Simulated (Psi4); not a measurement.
## AlH2I (SMILES [AlH2][I]): methods side by side

AlH2I: 4 atoms, total charge 0, spin state singlet. As SMILES, `[AlH2][I]`. The shape was relaxed beforehand at PBE0/def2-TZVP.

```xyz
4

Al   -0.1241    0.0565   -0.1061
I     1.9408   -0.5987    1.0849
H    -1.4706   -0.6433    0.3220
H    -0.0018    1.1438   -1.2414
```

Quantity: the HOMO–LUMO gap, in eV. The values are calculated.

```csv
level,kind,program,value (eV),CPU time
"PBE-D4/def2-TZVPP (density fitting, core potential)",GGA,Psi4,3.93,50 s
"r2SCAN-D4/def2-TZVPP (density fitting, core potential)",meta-GGA,Psi4,4.53,1.9 min
"B3LYP-D4/def2-TZVPP (density fitting, core potential)",global hybrid,Psi4,5.36,57 s
"PBE0-D4/def2-TZVPP (density fitting, core potential)",global hybrid,Psi4,5.79,55 s
"wB97M-V/def2-TZVPP (density fitting, core potential)",range-separated hybrid,Psi4,9.55,2.3 min
```

The values span 3.93 to 9.55 eV. Orbital gaps aren't excitation energies; they tend to grow with the share of exact exchange. CPU times are rough (shared hosts, several kinds of processor): they show what a rung costs within a factor of a few.

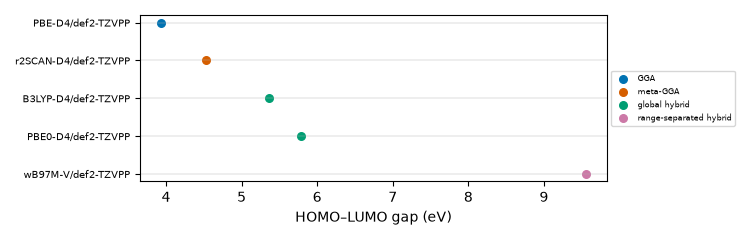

The values of the table, level by level.
